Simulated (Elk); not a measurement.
## W: optical spectrum from first principles

Aim: the dielectric function of W, and the optical constants that follow from it.

Calculated with Elk 11.2.3 (patched build); DFT, PBE, all-electron APW+lo, Dirac cores, scalar-relativistic bands, independent-particle optical response without local fields.

### 1. The structure

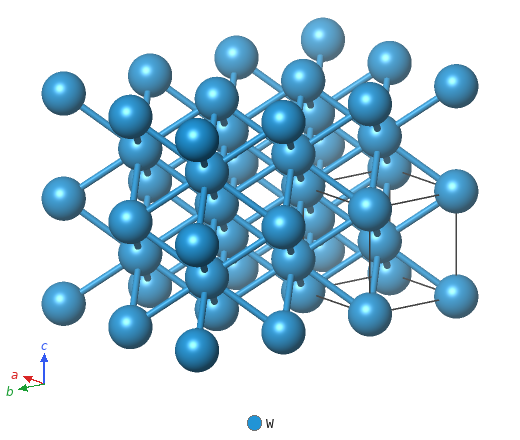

The starting structure, seen from a free direction (tungsten blue). 2×3×2 cells are drawn. This picture shows the conventional cell, with its axes. Some periodic images of atoms are drawn too.

Coordinates:

```cif
data_structure
_symmetry_space_group_name_H-M 'Im-3m'
_symmetry_Int_Tables_number 229
_cell_length_a 3.1647
_cell_length_b 3.1647
_cell_length_c 3.1647
_cell_angle_alpha 90.000
_cell_angle_beta 90.000
_cell_angle_gamma 90.000
_cell_volume 31.70
loop_
_atom_site_label
_atom_site_type_symbol
_atom_site_symmetry_multiplicity
_atom_site_Wyckoff_symbol
_atom_site_fract_x
_atom_site_fract_y
_atom_site_fract_z
_atom_site_occupancy
W1 W 2 a 0.00000 0.00000 0.00000 1
```

### 2. Ground state

First the ground state: is it a metal or has it a gap?

This step: DFT, PBE, all-electron APW+lo, Dirac cores, scalar-relativistic bands, ground state (Elk 11.2.3 (patched build)).

elk.in reads:

```
tasks
  0
  120

xctype
  20

nempty
  10

lorbcnd
  .true.

rgkmax
  7.0

swidth
  0.0018375

maxscl
  100

epsengy
  1e-05

sppath
  './'

avec
  -2.990198684671 2.990198684671 2.990198684671
  2.990198684671 -2.990198684671 2.990198684671
  2.990198684671 2.990198684671 -2.990198684671

atoms
  1
  'W.in'
  1
  0.000000000000 0.000000000000 0.000000000000   0.000 0.000 0.000

ngridk
  18 18 18
```

The run is started by

```sh
OMP_NUM_THREADS=4 elk
```

Numbers of over 12 decimals in the logs are rounded to 6 here.

The program printed:

```text
┌─────────────────────────┐
│ Elk code version 11.2.3 │
└─────────────────────────┘

All units are atomic (Hartree, Bohr, etc.)

┌─────────────────────────────────────────────────┐
│ Ground-state run starting from atomic densities │
└─────────────────────────────────────────────────┘

Lattice vectors :
  -2.990198685       2.990198685       2.990198685
   2.990198685      -2.990198685       2.990198685
   2.990198685       2.990198685      -2.990198685

Reciprocal lattice vectors :
  0.2767662148E-16   1.050630070       1.050630070
   1.050630070      0.2767662148E-16   1.050630070
   1.050630070       1.050630070      0.2767662148E-16

Unit cell volume      :    106.9449125
Brillouin zone volume :    2.319420415

Muffin-tin inner radius fraction :   0.1000000000E-01

Nuclei treated as point charges

Species : 1 (W)
 parameters loaded from : W.in
 name : tungsten
 nuclear charge    :   -74.00000000
 electronic charge :    74.00000000
 atomic mass :    335119.8193
 muffin-tin radius :    2.564588023
 number of radial points in muffin-tin :   1393
 inner part over the whole radius :   0.9919746832E-02
 number on inner part of muffin-tin    :    997
 approximate nuclear radius :   0.1010025921E-03
 number of mesh points to nuclear radius :    522
 atomic positions (lattice), magnetic fields (Cartesian) :
  1 :   0.00000000  0.00000000  0.00000000    0.00000000  0.00000000  0.00000000

Total number of atoms per unit cell :    1
Total muffin-tin volume :    70.65476213
 ratio of muffin-tin to unit cell volume :   0.6606650138

Spin treatment :
 spin-unpolarised

Number of Bravais lattice symmetries :   48
Number of crystal symmetries         :   48
Crystal has inversion symmetry
Real symmetric eigensolver will be used

k-point grid :     18    18    18
k-point offset :    0.000000000       0.000000000       0.000000000
k-point set is reduced with full crystal symmetry group
Total number of k-points :      195

Muffin-tin radius times maximum |G+k| :    7.000000000
 using average radius
Maximum |G+k| for APW functions       :    2.729483229
Maximum (1/2)|G+k|²                   :    3.725039350
Maximum |G| for potential and density :    12.00000000
Constant for pseudocharge density :    8
 order of it for each species :   15
 order of it for pair densities of each species (exact exchange by exxq0 0: 15) :   10
Radial integration step length :    1

G-vector grid sizes :     20    20    20
Number of G-vectors :     3103

Maximum angular momentum used for
 APW functions            :    8
 outer part of muffin-tin :    6
 inner part of muffin-tin :    2

Total nuclear charge    :   -74.00000000
Total core charge       :    46.00000000
Total valence charge    :    28.00000000
Total excess charge     :    0.000000000
Total electronic charge :    74.00000000

Effective Wigner radius, rₛ :   0.7013690545

Number of empty states         :     10
Total number of valence states :     25
Total number of core states    :     46

Conduction state local-orbitals added automatically
Third-order local-orbitals added for an l without core states : F
Total number of local-orbitals :     81

Exchange-correlation functional :     20     0     0
 Perdew-Burke-Ernzerhof, Phys. Rev. Lett. 77, 3865 (1996)
 gradient requirement :    1
 generalised gradient approximation (GGA)

Smearing type :    3
 Fermi-Dirac
Smearing width :   0.1837500000E-02
Effective electronic temperature (K) :    580.2366081

Mixing type :    3
 Broyden mixing, J. Phys. A: Math. Gen. 17, L317 (1984)

Kohn-Sham potential initialised from atomic data

┌──────────────────────────────┐
│ Self-consistent loop started │
└──────────────────────────────┘

┌─────────────────┐
│ Loop number : 1 │
└─────────────────┘

Energies :
 Fermi                       :     0.345533
 sum of occupied eigenvalues :     -9897.7144498536
 electron kinetic            :      18209.482546640
 core electron kinetic       :      17573.871653884
 Coulomb                     :     -34050.804595213
 Coulomb potential           :     -27682.848187361
 nuclear-nuclear             :     -1666.1470080094
 electron-nuclear            :     -37127.798171508
 Hartree                     :      4743.1405843047
 Madelung                    :     -20209.380501532
 xc potential                :     -424.34880913332
 exchange                    :     -320.64901883090
 correlation                 :     -4.514462
 electron entropic           :    -0.19640153842105E-03
 total energy                :     -16166.485725559

Density of states at Fermi energy :    18.90927885
 (states/Hartree/unit cell)

Estimated indirect band gap :   0.8569938289E-03
 from k-point 178 to k-point 111
Estimated direct band gap   :   0.1335948812E-01
 at k-point 178

Charges :
 core                        :    46.00000000
 valence                     :    28.00000000
 interstitial                :    1.769199481
 muffin-tins (core leakage)
  species : 1 (W)
   atom 1                    :    72.23080052     (  0.3036393323E-06)
 total in muffin-tins        :    72.23080052
 total calculated charge     :    74.00013113
 total charge                :    74.00000000
 error                       :   0.1311254663E-03

┌─────────────────┐
│ Loop number : 2 │
└─────────────────┘

Energies :
 Fermi                       :     0.346857
 sum of occupied eigenvalues :     -9897.7207085429
 electron kinetic            :      18209.453548986
 core electron kinetic       :      17573.799536511
 Coulomb                     :     -34050.935093897
 Coulomb potential           :     -27682.769295414
 nuclear-nuclear             :     -1666.1470080094
 electron-nuclear            :     -37128.140638820
 Hartree                     :      4743.3525529326
 Madelung                    :     -20209.550446189
 xc potential                :     -424.40496211442
 exchange                    :     -320.65500099053
 correlation                 :     -4.514481
 electron entropic           :    -0.19653365855928E-03
 total energy                :     -16166.651222968

Density of states at Fermi energy :    18.90094940
 (states/Hartree/unit cell)

Estimated indirect band gap :   0.8612050254E-03
 from k-point 178 to k-point 111
Estimated direct band gap   :   0.1343109335E-01
 at k-point 178

Charges :
 core                        :    46.00000000
 valence                     :    28.00000000
 interstitial                :    1.767573298
 muffin-tins (core leakage)
  species : 1 (W)
   atom 1                    :    72.23242670     (  0.3027426416E-06)
 total in muffin-tins        :    72.23242670
 total calculated charge     :    74.00013139
 total charge                :    74.00000000
 error                       :   0.1313890480E-03

RMS change in Kohn-Sham potential (target) :   0.1650583571     (  0.1000000000E-05)
Absolute change in total energy (target)   :   0.1654974092     (  0.1000000000E-04)

[... 13 loops left out ...]

┌──────────────────┐
│ Loop number : 16 │
└──────────────────┘

Energies :
 Fermi                       :     0.510172
 sum of occupied eigenvalues :     -9889.7984466717
 electron kinetic            :      18214.351492586
 core electron kinetic       :      17573.997949854
 Coulomb                     :     -34055.074910915
 Coulomb potential           :     -27678.397233969
 nuclear-nuclear             :     -1666.1470080094
 electron-nuclear            :     -37141.105533308
 Hartree                     :      4752.1776304024
 Madelung                    :     -20215.876293931
 xc potential                :     -425.75270528853
 exchange                    :     -320.89173629291
 correlation                 :     -4.514330
 electron entropic           :    -0.19135587061211E-03
 total energy                :     -16166.129676372

Density of states at Fermi energy :    18.05338732
 (states/Hartree/unit cell)

Estimated indirect band gap :   0.2669810319E-03
 from k-point 134 to k-point 161
Estimated direct band gap   :   0.1007421638E-01
 at k-point 103

Charges :
 core                        :    46.00000000
 valence                     :    28.00000000
 interstitial                :    1.657433943
 muffin-tins (core leakage)
  species : 1 (W)
   atom 1                    :    72.34256606     (  0.2658810700E-06)
 total in muffin-tins        :    72.34256606
 total calculated charge     :    74.00014536
 total charge                :    74.00000000
 error                       :   0.1453621801E-03

RMS change in Kohn-Sham potential (target) :   0.1082786165E-07 (  0.1000000000E-05)
Absolute change in total energy (target)   :   0.9185549061E-05 (  0.1000000000E-04)

Convergence targets achieved

┌──────────────────┐
│ Loop number : 17 │
└──────────────────┘

Energies :
 Fermi                       :     0.510172
 sum of occupied eigenvalues :     -9889.7984472553
 electron kinetic            :      18214.351491987
 core electron kinetic       :      17573.997949411
 Coulomb                     :     -34055.074910793
 Coulomb potential           :     -27678.397233905
 nuclear-nuclear             :     -1666.1470080094
 electron-nuclear            :     -37141.105533182
 Hartree                     :      4752.1776303987
 Madelung                    :     -20215.876293840
 xc potential                :     -425.75270533702
 exchange                    :     -320.89173629170
 correlation                 :     -4.514330
 electron entropic           :    -0.19135587050220E-03
 total energy                :     -16166.129676846

Density of states at Fermi energy :    18.05338726
 (states/Hartree/unit cell)

Estimated indirect band gap :   0.2669811275E-03
 from k-point 134 to k-point 161
Estimated direct band gap   :   0.1007421593E-01
 at k-point 103

Charges :
 core                        :    46.00000000
 valence                     :    28.00000000
 interstitial                :    1.657433941
 muffin-tins (core leakage)
  species : 1 (W)
   atom 1                    :    72.34256606     (  0.2658805300E-06)
 total in muffin-tins        :    72.34256606
 total calculated charge     :    74.00014536
 total charge                :    74.00000000
 error                       :   0.1453621748E-03

┌──────────────────────────────┐
│ Self-consistent loop stopped │
└──────────────────────────────┘

Wrote STATE.OUT
```

The job ended after 20 s (4 threads of Intel Xeon Platinum 8375C at 2.90GHz (Ice Lake), shared host; peak memory 0.09 GiB; 60 s of CPU time).

This step gave:

* total energy: -16166 Ha
* Fermi energy: 13.88 eV
* DOS at the Fermi level: 0.6634 states/eV/cell

There are states at the Fermi level within the smearing, so the occupations stay smeared and the carriers get a Drude term.

### 3. Independent particles

With the density converged, the vertical transitions are summed over the zone.

This step: DFT, PBE, all-electron APW+lo, Dirac cores, scalar-relativistic bands, independent-particle optical response without local fields (Elk 11.2.3 (patched build)).

Edit elk.in of step 2 so:

```diff
@@ -1,4 +1,9 @@
 tasks
-  0
-  120
+  121
+
+optcomp
+  1 1
+
+intraband
+  .true.
 
@@ -17,9 +22,7 @@
 swidth
-  0.0018375
+  0.0055124
 
-maxscl
-  100
-
-epsengy
-  1e-05
+wplot
+  400 100 0
+  0.0 0.51449
```

The run is started by

```sh
OMP_NUM_THREADS=4 elk
```

The program printed:

```text
┌─────────────────────────────────┐
│ Elk code version 11.2.3 started │
└─────────────────────────────────┘

Info(readinput): the functional depends on the density's gradient
 muffin-tin radial points multiplied by    2.00000
 (not where nrmtscf is given)

┌────────────────────┐
│ Current task : 121 │
└────────────────────┘
Info(checkmt): changed muffin-tin radius of species 1 (W) from   2.8000 to   2.5646

Info(dielectric):
 dielectric tensor written to EPSILON_ij.OUT
 optical conductivity written to SIGMA_ij.OUT
 plasma frequency written to PLASMA_ij.OUT
 for components
  i = 1, j = 1

┌──────────────────┐
│ Elk code stopped │
└──────────────────┘
```

Run time: 3.3 s. Hardware: 4 threads; peak memory 0.03 GiB; 13 s of CPU time.

This step gave:

```
Drude plasma energy, first axis : 8.907 eV
```

The Im ε, E ∥ x has structure finer than the step of the table below, so its rows give means over 0.5 eV, whole bins alone (the curve runs from 0.315 to 14.0 eV). Peaks (eV: height): 1.29: 28.6, 2.42: 28.2, 3.64: 22.9, 5.28: 27.0.

Sum at mesh points, not converged in k. The Im ε, E ∥ x by photon energy; means over each step:

| photon energy (eV) | Im ε, E ∥ x |
| --- | --- |
| 1.0 | 28.8 |
| 1.5 | 24.7 |
| 2.0 | 22.9 |
| 2.5 | 25.3 |
| 3.0 | 19.0 |
| 3.5 | 20.4 |
| 4.0 | 18.4 |
| 4.5 | 18.7 |
| 5.0 | 22.5 |
| 5.5 | 21.6 |
| 6.0 | 12.9 |
| 6.5 | 8.87 |
| 7.0 | 6.20 |
| 7.5 | 4.65 |
| 8.0 | 3.82 |
| 8.5 | 3.39 |
| 9.0 | 3.59 |
| 9.5 | 3.92 |
| 10.0 | 4.01 |
| 10.5 | 4.60 |
| 11.0 | 3.74 |
| 11.5 | 3.77 |
| 12.0 | 3.11 |
| 12.5 | 2.68 |
| 13.0 | 2.85 |
| 13.5 | 2.08 |

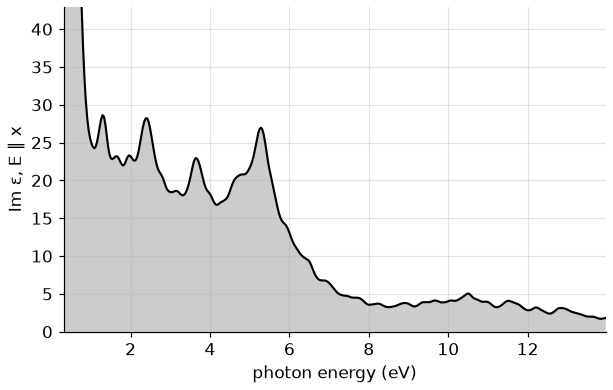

Im ε, E ∥ x, plotted against photon energy. Below 1 eV the curve runs off the scale.

Values under 1 per cm are given as 1; sum at mesh points, not converged in k. The absorption coefficient, E ∥ x by photon energy:

| photon energy (eV) | absorption coefficient, E ∥ x (1/cm) |
| --- | --- |
| 1.01 | 7.5e5 |
| 2.00 | 7.0e5 |
| 3.01 | 9.1e5 |
| 3.99 | 1.2e6 |
| 5.00 | 1.6e6 |
| 5.98 | 2.3e6 |
| 7.00 | 2.1e6 |
| 8.01 | 1.8e6 |
| 8.99 | 1.7e6 |
| 10.01 | 1.7e6 |
| 10.99 | 2.0e6 |
| 12.01 | 2.0e6 |
| 12.98 | 2.2e6 |

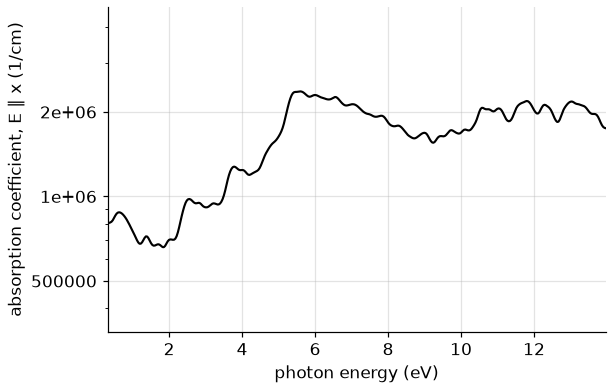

Absorption coefficient, E ∥ x, plotted against photon energy.

The reflectivity at normal incidence, E ∥ x has structure finer than the step of the table below, so its rows give means over 1 eV, whole bins alone (the curve runs from 0.315 to 14.0 eV). Peaks (eV: height): 6.6: 70.4, 11.1: 45.5, 11.9: 47.7, 13.4: 46.4.

Sum at mesh points, not converged in k. Reflectivity at normal incidence, E ∥ x against photon energy; means over each step:

| photon energy (eV) | reflectivity at normal incidence, E ∥ x (%) |
| --- | --- |
| 1 | 85.5 |
| 2 | 58.7 |
| 3 | 53.4 |
| 4 | 52.1 |
| 5 | 56.6 |
| 6 | 67.9 |
| 7 | 68.1 |
| 8 | 60.4 |
| 9 | 44.4 |
| 10 | 37.8 |
| 11 | 42.5 |
| 12 | 44.5 |
| 13 | 42.5 |

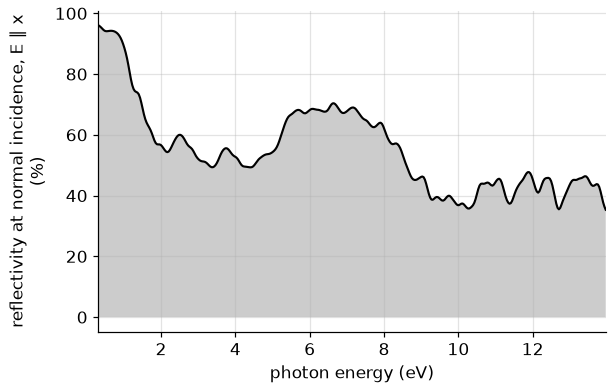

Reflectivity at normal incidence, E ∥ x against photon energy.

The loss function −Im 1/ε at q → 0, E ∥ x has structure finer than the step of the table below, so its rows give means over 1 eV, whole bins alone (the curve runs from 0.315 to 14.0 eV). Peaks (eV: height): 9.2: 0.234, 11.3: 0.246, 12.6: 0.313.

Sum at mesh points, not converged in k. The loss function −Im 1/ε at q → 0, E ∥ x by energy loss; means over each step:

| energy loss (eV) | loss function −Im 1/ε at q → 0, E ∥ x |
| --- | --- |
| 1 | 0.0116 |
| 2 | 0.0401 |
| 3 | 0.0499 |
| 4 | 0.0524 |
| 5 | 0.0435 |
| 6 | 0.0445 |
| 7 | 0.0634 |
| 8 | 0.113 |
| 9 | 0.202 |
| 10 | 0.215 |
| 11 | 0.203 |
| 12 | 0.219 |
| 13 | 0.265 |

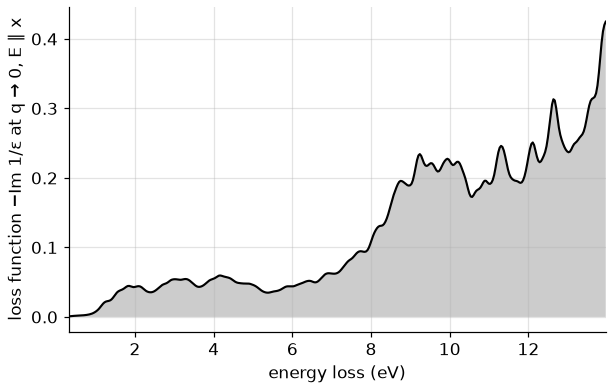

Loss function −Im 1/ε at q → 0, E ∥ x against energy loss.

From ε follow the optical constants at some laser and lamp lines:

| wavelength (nm) | n | k | R (%) | 1/α |
| --- | --- | --- | --- | --- |
| 1550 | 1.84 | 10.377 | 93.6 | 12 nm |
| 1064 | 2.19 | 5.786 | 79.9 | 15 nm |
| 800 | 2.68 | 4.270 | 66.3 | 15 nm |
| 633 | 3.35 | 3.481 | 56.8 | 14 nm |
| 450 | 3.08 | 3.387 | 56.2 | 11 nm |
| 405 | 3.12 | 2.956 | 51.5 | 11 nm |
| 193 | 1.41 | 3.411 | 67.6 | 4.5 nm |

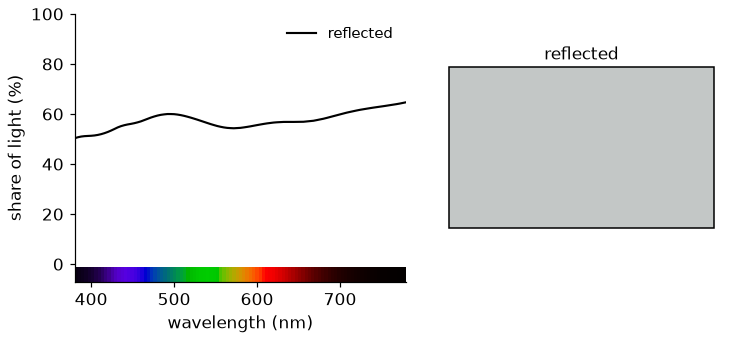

Light reflected across the visible range, with the colour that it makes of daylight (sRGB).

In reflection the computed colour is light grey: x = 0.310, y = 0.330, luminous reflectivity 56 %.

### 4. Summary of results

```
Drude plasma energy, first axis : 8.91 eV
```

**Reading.** At this level (PBE, independent particles) W is a metal with a Drude plasma energy of 8.9 eV. The mesh is too coarse to trust the carriers' weight, the reflectivity or the colour to better than tens of per cent. Along x the bare Drude plasma energy is 8.9 eV; Re ε first rises through zero at 2.05 eV, far lower, because interband transitions screen the carriers. Im ε is 23 there, so the loss peak at that energy is weak. In reflection the computed colour is light grey: x = 0.310, y = 0.330, luminous reflectivity 56 %. The carriers' damping of 0.15 eV is typed, not computed; at 0.8 eV the carriers give 59 % of Im ε along the first axis; the rest comes from the sum over bands, which at low energy also holds close bands and the noise of the mesh. Spin-orbit coupling is left out although heavy atoms are present. The sum runs over mesh points 0.16 Å⁻¹ apart with no interpolation, so peaks are partly noise of the mesh, and the Drude plasma energy, a sum over the Fermi surface, isn't converged.

[Machine, clock and banner lines and Python warnings are left out of the logs.]

[Logs are printed without paths, hosts, clocks, repeated set-up lines and the standing remarks that a program may print on its own settings, such as how far it seeks lower states.]

[Hosts, paths, dates, database ids (printed as entryN), source tags and the programs' standing remarks are cut or masked in the printed files.]
